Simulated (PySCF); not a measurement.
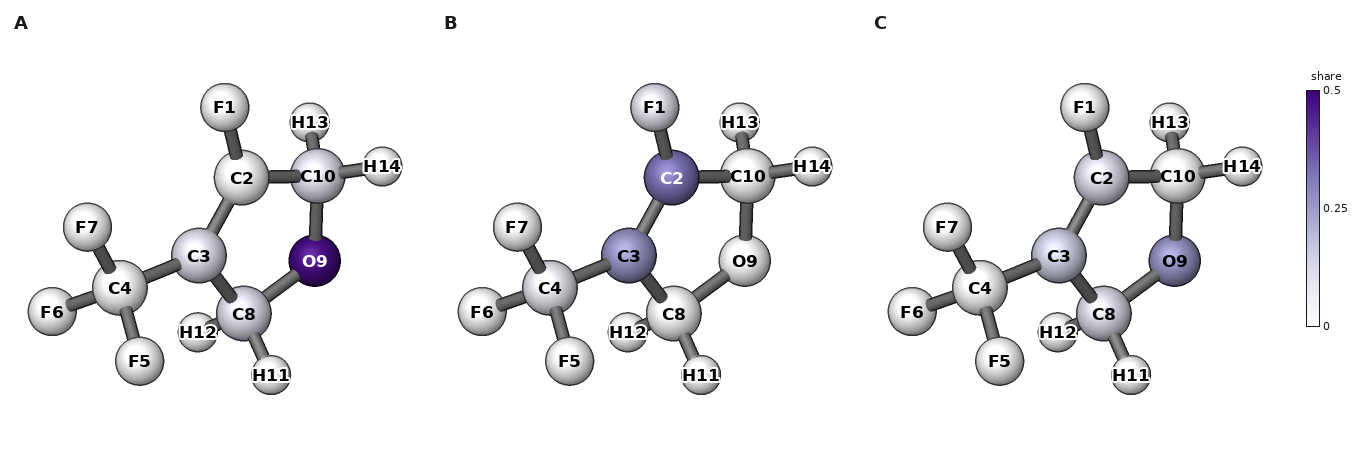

Each panel colours the atoms by their Löwdin share in one orbital (up to four of the largest shares; other atoms are shown as zero). The computed structure is the end point of a GFN2-xTB optimisation. No frequency run is at hand to confirm it as a minimum. Level of theory: PBE0/def2-SVPD (PySCF 2.14.0).

**The panels show the HOMO−2, HOMO, LUMO, in some order. Which is which?**

A: HOMO−2, −10.11 eV; O9 0.48, C8 0.10, C3 0.10, C10 0.09
B: LUMO, −0.69 eV; C2 0.33, C3 0.26, F1 0.08, C4 0.06
C: HOMO, −7.69 eV; O9 0.27, C3 0.14, C2 0.11, C8 0.11
